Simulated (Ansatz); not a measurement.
# G0W0 on several functionals: SiO2 (Stishovite)

How much of the starting functional survives in the G0W0 gap of SiO2 (Stishovite)?

Method: G0W0 on several functionals, plane waves, PAW, in Ansatz 0.2.0.

In doubt: masses and optical values from hybrid runs of this build are listed as unsure (steps 3, 4), which bears on the screening that GW takes from such a start.

### 1. The starting structure

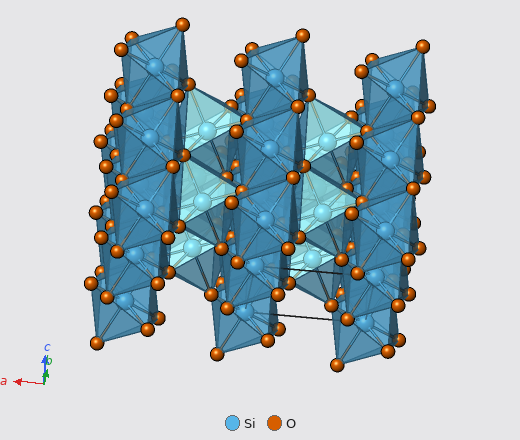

Start, viewed from a free direction; silicon blue, oxygen orange. 2×2×2 cells are drawn. Some periodic images of atoms are drawn too.

As a file:

```cif
data_structure
_symmetry_space_group_name_H-M 'P4_2/mnm'
_symmetry_Int_Tables_number 136
_cell_length_a 4.1773
_cell_length_b 4.1773
_cell_length_c 2.6652
_cell_angle_alpha 90.000
_cell_angle_beta 90.000
_cell_angle_gamma 90.000
_cell_volume 46.51
loop_
_atom_site_label
_atom_site_type_symbol
_atom_site_symmetry_multiplicity
_atom_site_Wyckoff_symbol
_atom_site_fract_x
_atom_site_fract_y
_atom_site_fract_z
_atom_site_occupancy
Si1 Si 2 a 0.00000 0.00000 0.00000 1
O1 O 4 f 0.30590 0.30590 0.00000 1
```

The cell and positions come from the Crystallography Open Database and are kept as given unless a step says otherwise.

### 2. G0W0 on PBE

G0W0 replaces the xc potential by the self-energy, built once from these orbitals. Only a window of levels is corrected, while the sums run over the empty bands that the input names. This step takes hard PAW files.

This step: G0W0 on PBE, plane waves, PAW.

input.yaml reads:

```yaml
crystal:
  lattice:
    - [4.1773, 0.0, 0.0]
    - [0.0, 4.1773, 0.0]
    - [0.0, 0.0, 2.6652]
  atoms:
    - { symbol: Si, position: [0.0, 0.0, 0.0] }
    - { symbol: Si, position: [0.5, 0.5, 0.5] }
    - { symbol: O, position: [0.3059, 0.3059, 0.0] }
    - { symbol: O, position: [0.1941, 0.8059, 0.5] }
    - { symbol: O, position: [0.6941, 0.6941, 0.0] }
    - { symbol: O, position: [0.8059, 0.1941, 0.5] }
kpoints:
  mp_grid: { grid: [6, 6, 8] }
hamiltonian:
  xc: pbe
  pseudopotentials: { kind: paw, source: ansatz }
scf:
  occupations: { method: fixed }
gw:
  n_empty_bands: 276
  ecut_chi: 190.0
  qp_bands: [v2, c2]
  qp_kpoints: band_edges
  screening: { model: contour_deformation }
```

Command:

```console
$ ansatz run input.yaml --threads 4 --pin off --max-ram 138240MiB --backend cuda --events-out ev --progress --plain --runs-dir out --devices 1 --max-vram 26GiB
```

Numbers of over 12 decimals in the logs are rounded to 6 here.

The log of the run:

```text
GPUs: using 1 of 1 available (devices: 1).
Engine: ansatz 0.2.0, x86_64-unknown-linux-gnu
Pseudopotentials: kind: paw
Pseudopotential: Si, paw, valence charge 4, recommended cutoff 460 eV (normal), Si.paw.azcp
Pseudopotential: O, paw, valence charge 6, recommended cutoff 930 eV (normal), O.paw.azcp
Functional definition: PBE
  parameter kappa = 0.804
  parameter beta = 0.066725
  exchange = pbe_x(kappa = kappa, mu = beta*pi^2/3)
  correlation = pbe_c(beta = beta)
device memory: the entry about to start is reckoned to put 2.2 GiB on a device that reports 70.5 GiB free (of which the cap on the GPU budget leaves the run 26.0 GiB)
GPU FFT provider: cuFFT
GPU libraries: cuBLAS 13.8.2, cuFFT 12.4.0, cuSOLVER 12.3.4
Crystal: 6 atoms, lattice volume = 46.507 Å³
Basis set: ecut = 930 eV, 3025 PW (Γ)
Bands: 22, of which v1, the nominal top of the filled ones, is band 16 counted from 1 (15 counted from 0)
Symmetry: 16 space group operations
Space group: P42/mnm (ITA 136), of the structure as read, at distance tolerance 3.6e-5 Å
k-points: 50 of 288
Non-local potential: Si, projectors of the file, l = 0: 2, l = 1: 3, l = 2: 1
Non-local potential: O, projectors of the file, l = 0: 2, l = 1: 2, l = 2: 1
PAW form: soft (Blöchl's): semilocal exchange-correlation on the pseudo side does not see the compensation charge
PAW one-centre angular grid: Si, 110 points (default); XC on 64 Gauss nodes
PAW one-centre angular grid: O, 110 points (default); XC on 64 Gauss nodes
Initial density: superposition of atomic densities (chi_scale 0.1, normalization cell, long waves kept (reshape's long-wave potential 0.00 eV rms))
Initial wavefunctions: pseudopotential atomic-orbital guess
GPU buffer pool allocated for 69120 grid points (all kernels)
GPU transforms: local potential and band sums: pruned to the plane-wave sphere, on 45×45×30
Functional: x = pbe(κ = 0.804, μ = 0.219515), c = pbe(β = 0.066725)
SCF iter   1: F=—  HF=-3549.177830 eV  |F-HF|=—  |Δ(HF+E_count)|=         —  Δρ=1.52e-1  dr2=8.46e0  ethr=3.10e-3  ⟨swp⟩=5.0  Hψ=5403  notcnv=0  defer=199
preconditioner: auto → none  [insulator: Δε(μ)=6.775 eV  Ē_g=19.713 eV  n_scr=10 (ndim 8)  ℏωp=30.8 eV  f_vac=0.000  ε∞_Penn≈3.4]
SCF iter   2: F=—  HF=-3546.925755 eV  |F-HF|=—  |Δ(HF+E_count)|=    2.25e0  Δρ=6.80e-2  dr2=7.75e-1  ethr=3.10e-3  ⟨swp⟩=3.9  Hψ=3047  notcnv=0  defer=196
SCF iter   3: F=—  HF=-3546.768655 eV  |F-HF|=—  |Δ(HF+E_count)|=   1.57e-1  Δρ=2.50e-2  dr2=9.32e-2  ethr=2.42e-3  ⟨swp⟩=2.8  Hψ=2181  notcnv=0  defer=200
SCF iter   4: F=—  HF=-3546.792182 eV  |F-HF|=—  |Δ(HF+E_count)|=   2.35e-2  Δρ=1.45e-3  dr2=5.93e-4  ethr=2.91e-4  ⟨swp⟩=2.0  Hψ=1112  notcnv=0  defer=200
SCF iter   5: F=—  HF=-3546.792303 eV  |F-HF|=—  |Δ(HF+E_count)|=   1.21e-4  Δρ=2.95e-4  dr2=1.16e-5  ethr=1.85e-6  ⟨swp⟩=2.0  Hψ=1783  notcnv=0  defer=200
SCF iter   6: F=—  HF=-3546.792310 eV  |F-HF|=—  |Δ(HF+E_count)|=   7.33e-6  Δρ=5.98e-5  dr2=8.11e-7  ethr=3.64e-8  ⟨swp⟩=2.0  Hψ=1897  notcnv=0  defer=177
SCF iter   7: F=-3546.792310 eV  HF=-3546.792310 eV  |F-HF|=8.63e-10  |Δ(HF+E_count)|=   3.41e-8  Δρ=7.07e-6  dr2=1.64e-8  ethr=3.13e-10  ⟨swp⟩=12.6  Hψ=5921  notcnv=0
SCF 1 converged in 7 iterations: F = -3546.792310 eV  dr2 = 1.64e-8
  greatest PAW one-centre occupation: 0.515 electrons in one spin orbital (limit 2), on the O atom at site 5 (counted from 0), in its partial waves of l = 0
device memory: the entry about to start is reckoned to put 2.2 GiB (of the 2.5 GiB reckoned in all, the device holds 0.3 GiB already) on a device that reports 69.6 GiB free (of which the cap on the GPU budget leaves the run 25.8 GiB)
NSCF: frozen V_eff on 50 k-points, pencils in batches of 32, up to order 88
the band table was solved once the SCF had ended and its energy, with any forces and stress, was formed, with the checks that follow a solve (6100 applications of the Hamiltonian). They found nothing against the state; the energy, forces and stress were not computed again (output.eigenvalues in the input reference)
device memory: the entry about to start is reckoned to put 6.2 GiB on a device that reports 68.4 GiB free (of which the cap on the GPU budget leaves the run 26.0 GiB)
NSCF: frozen V_eff on 50 k-points
G₀W₀ screening: q 1/50
[... further progress lines ...]
SCF converged after 7 iterations
Free energy (F): -3546.792310 eV
Harris-Foulkes:  -3546.792310 eV  (|F-HF|=8.63e-10)
Internal energy: -3546.792310 eV  (E = F + TS)
E sigma→0 (E₀):  -3546.792310 eV
Fermi energy:    10.596227 eV
--- Per-component energies (eV) ---
  E_band       = 66.529345
  E_kinetic    = 1084.626770
  E_local      = -1631.483285  (includes V_loc(G=0)·N_el)
  E_nonlocal   = 382.425422
  E_hartree    = 437.016279
  E_xc         = -483.355293
  E_vxc        = -560.858898  (∫ρ·V_xc dr)
  E_paw        = -1595.831651  (= ΣΔE_a)
  E_vpaw       = -82.213668  (= ΣTr[D̂ρ^β])
  E_aug_tail   = 0.000001  (compensation charges beyond the density's cutoff)
  E_ewald      = -1740.190554
  E_smearing   = -0.000000  (= −TS)
  E_closure    = -0.000000  (closes the sum)
  Σ components = -3546.792310   (vs F -3546.792310, Δ=0.00e0)
--- Band table (eV; the first three rows and the last of 50) ---
  k-point 0: bands = [... 12 lower, 8.0906, 9.7152, 9.7152, 10.5962, 16.2229, 17.3316, 19.1264, 19.1264, ... 2 higher]
  k-point 1: bands = [... 12 lower, 7.3707, 9.5628, 9.5628, 10.4067, 16.9481, 18.4257, 20.0177, 20.0177, ... 2 higher]
  k-point 2: bands = [... 12 lower, 6.1937, 9.0828, 9.0828, 9.8048, 18.0969, 20.4828, 20.8235, 21.8964, ... 2 higher]
  k-point 49: bands = [... 12 lower, 8.8355, 8.8355, 9.0380, 9.0380, 17.7896, 17.7896, 21.6438, 21.6438, ... 2 higher]
--- G₀W₀: contour deformation, 6 samples at zero and on the imaginary axis and 2 off it, 288 q-points, 276 empty bands' worth ---
  eigenvalues of the whole cell's RPA ε∞ on this k-mesh (on a slab, of 1 + 4πα/V) = 3.2182, 3.2182, 3.3769; static W/v taken at q = 0 is 0.304910
  gw.qp_kpoints: band_edges: 8 of 50 stored k-points solved, in 1 pass; an edge of the gap read off the rows below is read off those points alone
    valence top: of the k-points left out ik 10 came nearest to being solved in a further pass, in band 16 (counted from 1, as in the quasiparticle table): it holds the edge there only if its correction is more favourable than any solved in that band by at least 0.732 eV; those differ by 0.269 eV
    conduction bottom: of the k-points left out ik 25 came nearest to being solved in a further pass, in band 17 (counted from 1, as in the quasiparticle table): it holds the edge there only if its correction is more favourable than any solved in that band by at least 1.358 eV; those differ by 0.123 eV
    ik  band        ε_KS         Σx   Σc(E_QP)       V_xc       Z   E_QP_lin       E_QP  E_QP is
     0    15      9.7152   -27.7771     4.2299   -22.0641  0.8129     8.2194     8.2320  root
     0    16     10.5962   -28.2576     4.5063   -22.2700  0.8104     9.1021     9.1149  root
     0    17     16.2229   -13.8710    -4.4694   -19.8421  0.8450    17.7337    17.7246  root
     0    18     17.3316    -7.5970    -4.6581   -13.5266  0.8620    18.6098    18.6031  root
     1    15      9.5628   -27.6625     4.2630   -21.8966  0.8125     8.0466     8.0598  root
     1    16     10.4067   -28.0900     4.5327   -22.0441  0.8101     8.8798     8.8934  root
     1    17     16.9481   -14.1762    -4.5419   -20.3057  0.8411    18.5463    18.5357  root
     1    18     18.4257    -8.5423    -4.8024   -14.7596  0.8543    19.8497    19.8406  root
     5    15      9.6664   -27.7419     4.2560   -21.9932  0.8126     8.1608     8.1737  root
     5    16     10.3790   -28.0186     4.4922   -22.0229  0.8104     8.8620     8.8755  root
     5    17     16.6631   -13.9756    -4.4781   -19.9831  0.8430    18.2020    18.1924  root
     5    18     17.5755    -7.8162    -4.6922   -13.8099  0.8604    18.8841    18.8769  root
     6    15      9.5059   -27.6130     4.2897   -21.8085  0.8121     7.9776     7.9912  root
     6    16     10.2596   -27.9722     4.5215   -21.9265  0.8101     8.7215     8.7354  root
     6    17     17.2712   -14.0704    -4.5956   -20.2769  0.8402    18.8933    18.8821  root
     6    18     18.6334    -8.7586    -4.8458   -15.0514  0.8526    20.0901    20.0804  root
    20    15      9.4565   -27.5640     4.3258   -21.7037  0.8117     7.9080     7.9220  root
    20    16     10.1965   -27.8598     4.4793   -21.8600  0.8104     8.6621     8.6759  root
    20    17     16.9501   -13.4547    -4.5269   -19.5206  0.8436    18.4990    18.4890  root
    20    18     17.8240    -8.5352    -4.7215   -14.6081  0.8569    19.1833    19.1754  root
    21    15      9.3578   -27.5076     4.3488   -21.6129  0.8114     7.7975     7.8119  root
    21    16     10.1386   -27.8934     4.5031   -21.8613  0.8102     8.5955     8.6096  root
    21    17     17.5011   -13.7580    -4.6490   -20.0320  0.8403    19.1377    19.1261  root
    21    18     18.8323    -9.2838    -4.8881   -15.6623  0.8496    20.3333    20.3227  root
    45    15      8.3139   -26.6351     4.7878   -20.0973  0.8047     6.5419     6.5639  root
    45    16      8.3139   -26.6351     4.7878   -20.0973  0.8047     6.5419     6.5639  root
    45    17     18.0515   -10.9161    -4.8768   -17.3715  0.8470    19.6416    19.6300  root
    45    18     18.0515   -10.9161    -4.8768   -17.3715  0.8470    19.6416    19.6300  root
    49    15      9.0380   -27.4277     4.7374   -21.0231  0.8063     7.3523     7.3708  root
    49    16      9.0380   -27.4277     4.7374   -21.0231  0.8063     7.3523     7.3708  root
    49    17     17.7896   -11.7996    -4.7141   -18.0814  0.8478    19.3681    19.3574  root
    49    18     17.7896   -11.7996    -4.7141   -18.0814  0.8478    19.3681    19.3574  root
```

Wall time 74 s (1 × NVIDIA H100 80GB HBM3 (shared by 3 runs) with 4 threads of AMD EPYC 7R13 (Zen 3), shared host); peak memory 2.5 GiB; 2.2 min of CPU time.

This step gave:

```yaml
bands_summed: 292
rpa_eps_infinity_on_this_mesh_eigenvalues: 3.218, 3.218, 3.377
plane_waves_in_the_screening_matrix: 265
q_points_in_the_mesh: 288
g0w0_gap_on_the_mesh: 8.610 eV
k_of_the_valence_top: 0, 0, 0
k_of_the_conduction_bottom: 0, 0, 0
starting_gap_on_the_mesh: 5.627 eV
z_at_the_valence_top: 0.8104
z_at_the_conduction_bottom: 0.8450
least_direct_g0w0_gap_on_the_computed_points: 8.610 eV
```

The gap on the mesh goes from 5.63 eV to 8.61 eV, a correction of +2.98 eV. Between the two edge states, bare exchange in place of the xc potential would open the gap by 11.96 eV, and correlation takes back 8.98 eV.

### 3. G0W0 on HSE06

One-shot GW remembers its start. Another functional's orbitals and levels show by how much.

This step: G0W0 on HSE06, plane waves, PAW.

input.yaml: that of step 2 with these lines changed.

```diff
@@ -15,3 +15,3 @@
 hamiltonian:
-  xc: pbe
+  xc: hse06
   pseudopotentials: { kind: paw, source: ansatz }
```

The log of the run:

```text
GPUs: using 1 of 1 available (devices: 1).
[...]
davidson cushion auto → on  (no smearing: the cushion is to keep the highest requested band from converging to the state above it; pin scf.eigensolver.cushion to override)
[...]
GPU FFT provider: cuFFT
GPU libraries: cuBLAS 13.8.2, cuFFT 12.4.0, cuSOLVER 12.3.4
Crystal: 6 atoms, lattice volume = 46.507 Å³
Basis set: ecut = 930 eV, 3025 PW (Γ)
Bands: 22, of which v1, the nominal top of the filled ones, is band 16 counted from 1 (15 counted from 0)
Symmetry: 16 space group operations
[...]
k-points: 50 of 288
[...]
GPU buffer pool allocated for 69120 grid points (all kernels)
[...]
SCF iter   1: F=—  HF=-3549.173668 eV  |F-HF|=—  |Δ(HF+E_count)|=         —  Δρ=1.52e-1  dr2=8.46e0  ethr=1.00e-1  ⟨swp⟩=5.4  Hψ=4015  notcnv=0
[...]
SCF iter   4: F=-3546.825503 eV  HF=-3546.826051 eV  |F-HF|=5.48e-4  |Δ(HF+E_count)|=   2.50e-2  Δρ=1.73e-3  dr2=9.91e-4  ethr=2.93e-4  ⟨swp⟩=3.0  Hψ=2577  notcnv=0  defer=1
SCF 1 stopped early in 4 iterations: F = -3546.825503 eV  dr2 = 9.91e-4
[...]
GPU FFT provider: cuFFT
GPU libraries: cuBLAS 13.8.2, cuFFT 12.4.0, cuSOLVER 12.3.4
[...]
GPU buffer pool allocated for 69120 grid points (all kernels)
[...]
--- Band table (eV; the first three rows and the last of 50) ---
  k-point 0: bands = [... 12 lower, 6.7982, 8.3833, 8.3833, 9.2130, 16.9445, 17.9700, 19.8374, 19.8374]
  k-point 1: bands = [... 12 lower, 6.0518, 8.2180, 8.2180, 9.0094, 17.7085, 19.1429, 20.7927, 20.7927]
  k-point 2: bands = [... 12 lower, 4.7921, 7.6936, 7.6936, 8.3687, 18.9334, 21.4440, 21.5251, 22.8239]
  k-point 49: bands = [... 12 lower, 7.4063, 7.4063, 7.5422, 7.5422, 18.5453, 18.5453, 22.4214, 22.4214]
  guard bands above this table: 2 of the run's 22 bands. The solve was not asked for them (output.publish_guard_bands: true or output.eigenvalues: true publishes all)
[...]
bands read: the sum over 292 bands ends inside a degenerate multiplet in 1 slot, whose members it reads at an even weight; the widest, k=0: bands 292 to 293 (counted from 1) at 1/2 each
[...]
0    15      8.3833   -27.8008     3.7956   -23.3768  0.8365     7.7532     7.7549  root
     0    16      9.2130   -28.2634     4.0620   -23.6134  0.8338     8.6235     8.6250  root
     0    17     16.9445   -13.4964    -4.2581   -18.8598  0.8649    18.0535    18.0497  root
     0    18     17.9700    -7.3031    -4.3765   -12.5871  0.8802    18.8801    18.8775  root
     1    15      8.2180   -27.6889     3.8197   -23.2298  0.8361     7.5769     7.5786  root
     1    16      9.0094   -28.0987     4.0807   -23.4080  0.8336     8.3978     8.3994  root
     1    17     17.7085   -13.7795    -4.3223   -19.2633  0.8616    18.8743    18.8699  root
     1    18     19.1429    -8.1386    -4.4933   -13.6193  0.8739    20.1335    20.1303  root
[...]
49    15      7.5422   -27.4423     4.2366   -22.4972  0.8305     6.8313     6.8337  root
    49    16      7.5422   -27.4423     4.2366   -22.4972  0.8305     6.8313     6.8337  root
    49    17     18.5453   -11.4368    -4.4367   -16.9986  0.8679    19.6745    19.6703  root
    49    18     18.5453   -11.4368    -4.4367   -16.9986  0.8679    19.6745    19.6703  root
[key lines of the parts left out:]
Free energy (F): -3547.631540 eV
Fermi energy:    9.212959 eV
```

The job ended after 2.7 min (1 × NVIDIA H100 80GB HBM3 (shared by 3 runs) with 4 threads; peak memory 3.7 GiB).

Numbers from this step:

```yaml
bands_summed: 292
rpa_eps_infinity_on_this_mesh_eigenvalues: 2.834, 2.834, 2.969
plane_waves_in_the_screening_matrix: 265
q_points_in_the_mesh: 288
g0w0_gap_on_the_mesh: 9.425 eV
k_of_the_valence_top: 0, 0, 0
k_of_the_conduction_bottom: 0, 0, 0
starting_gap_on_the_mesh: 7.731 eV
z_at_the_valence_top: 0.8338
z_at_the_conduction_bottom: 0.8649
least_direct_g0w0_gap_on_the_computed_points: 9.425 eV
```

Against the run with 6×6×8 mesh, 276 empty bands, screening to 190 eV, hard PAW files on PBE, the gap moves by +0.81 eV, while the start moved by +2.10 eV.

### 4. G0W0 on PBE0

This step: G0W0 on PBE0, plane waves, PAW.

input.yaml: that of step 3 with these lines changed.

```diff
@@ -15,3 +15,3 @@
 hamiltonian:
-  xc: hse06
+  xc: pbe0
   pseudopotentials: { kind: paw, source: ansatz }
```

The log of the run:

```text
GPUs: using 1 of 1 available (devices: 1).
[...]
GPU FFT provider: cuFFT
GPU libraries: cuBLAS 13.8.2, cuFFT 12.4.0, cuSOLVER 12.3.4
Crystal: 6 atoms, lattice volume = 46.507 Å³
Basis set: ecut = 930 eV, 3025 PW (Γ)
Bands: 22, of which v1, the nominal top of the filled ones, is band 16 counted from 1 (15 counted from 0)
Symmetry: 16 space group operations
[...]
k-points: 50 of 288
[...]
1    17     18.0891   -13.7742    -4.2338   -18.8827  0.8667    18.9661    18.9638  root
     1    18     19.5302    -8.1290    -4.4000   -13.2214  0.8787    20.2242    20.2227  root
[...]
49    15      7.1393   -27.4435     4.1140   -22.9082  0.8368     6.7173     6.7181  root
    49    16      7.1393   -27.4435     4.1140   -22.9082  0.8368     6.7173     6.7181  root
    49    17     18.9317   -11.4300    -4.3454   -16.6066  0.8728    19.7650    19.7629  root
    49    18     18.9317   -11.4300    -4.3454   -16.6066  0.8728    19.7650    19.7629  root
[key lines of the parts left out:]
Free energy (F): -3548.333056 eV
Fermi energy:    8.811523 eV
```

Wall time 2.8 min (1 × NVIDIA H100 80GB HBM3 (shared by 3 runs) with 4 threads); peak memory 3.6 GiB; 4 min of CPU time.

This step gave:

```
bands summed                                 : 292
RPA ε∞ on this mesh (eigenvalues)            : 2.754, 2.754, 2.883
plane waves in the screening matrix          : 265
G0W0 gap on the mesh                         : 9.621 eV
k of the valence top                         : 0, 0, 0
k of the conduction bottom                   : 0, 0, 0
starting gap on the mesh                     : 8.505 eV
least direct G0W0 gap on the computed points : 9.621 eV
```

Against the run with 6×6×8 mesh, 276 empty bands, screening to 190 eV, hard PAW files on HSE06, the gap moves by +0.20 eV, while the start moved by +0.77 eV.

### 5. Side by side

All on the 6×6×8 mesh with 276 empty bands and screening to 190 eV. Times are wall times on 1 × NVIDIA H100 80GB HBM3 (shared by 3 runs) with 4 threads of AMD EPYC 7R13 (Zen 3), shared host, good to a factor of about two.

| start | starting gap (eV) | shift (eV) | G0W0 gap (eV) | RPA ε∞ (harmonic mean) | Z (valence, conduction) | time |
| --- | --- | --- | --- | --- | --- | --- |
| PBE | 5.63 | +2.98 | 8.61 | 3.27 | 0.81, 0.85 | 74 s |
| HSE06 | 7.73 | +1.69 | 9.42 | 2.88 | 0.83, 0.86 | 2.7 min |
| PBE0 | 8.51 | +1.12 | 9.62 | 2.80 | 0.84, 0.87 | 2.8 min |

The parts of the quasiparticle energy at the two band edges (eV; QP = start + Σx + Σc − Vxc):

| run | edge | start | Σx | Σc | Vxc | Z | QP |
| --- | --- | --- | --- | --- | --- | --- | --- |
| PBE | valence top | 10.60 | -28.26 | 4.51 | -22.27 | 0.81 | 9.11 |
| PBE | conduction bottom | 16.22 | -13.87 | -4.47 | -19.84 | 0.84 | 17.72 |
| HSE06 | valence top | 9.21 | -28.26 | 4.06 | -23.61 | 0.83 | 8.62 |
| HSE06 | conduction bottom | 16.94 | -13.50 | -4.26 | -18.86 | 0.86 | 18.05 |
| PBE0 | valence top | 8.81 | -28.27 | 3.95 | -24.02 | 0.84 | 8.52 |
| PBE0 | conduction bottom | 17.32 | -13.49 | -4.17 | -18.49 | 0.87 | 18.14 |

For a hybrid start, Vxc holds its share of exact exchange.

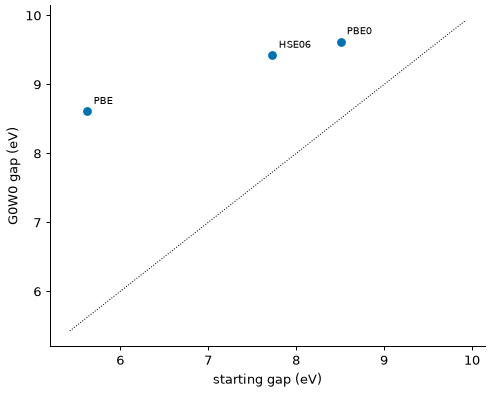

G0W0 gap against starting gap; on the dotted line the correction would vanish.

### 6. Results

```json
{
 "G0W0@PBE": "8.61 eV (start 5.63 eV)",
 "G0W0@HSE06": "9.42 eV (start 7.73 eV)",
 "G0W0@PBE0": "9.62 eV (start 8.51 eV)",
 "known limits": "not at the basis limit"
}
```

The starting gaps span 2.88 eV and the G0W0 gaps 1.01 eV. Between PBE and PBE0, 1.01 eV of the 2.88 eV survives, 35 %. PBE0 screens less than PBE (ε∞ 2.80 against 3.27). Of the 1.01 eV by which its G0W0 gap is higher, the correlation part gives +0.86 eV, and exchange with the one-particle terms, which follow the orbitals, +0.16 eV. The smallest correction, +1.12 eV, is on PBE0, the start nearest to reproducing itself. Bands and cutoff are finite, so the gap is not at the basis limit. The miss can reach some tenths of an eV and take either sign; the mesh is an error of its own.

[Paths, hosts, dates, memory and timing lines, banners, echoed tables and standing remarks are left out of the program output.]

[Logs are printed without paths, hosts, clocks, repeated set-up lines and the standing remarks that a program may print on its own settings, such as how far it seeks lower states.]

[Runs of the session that timed out or met a known fault of the program may be left out.]

[Cells called generated may have been cut or substituted from an entry of the Crystallography Open Database or the Materials Project.]

[Hosts, paths, dates, database ids (printed as entryN), source tags and the programs' standing remarks are cut or masked in the printed files.]
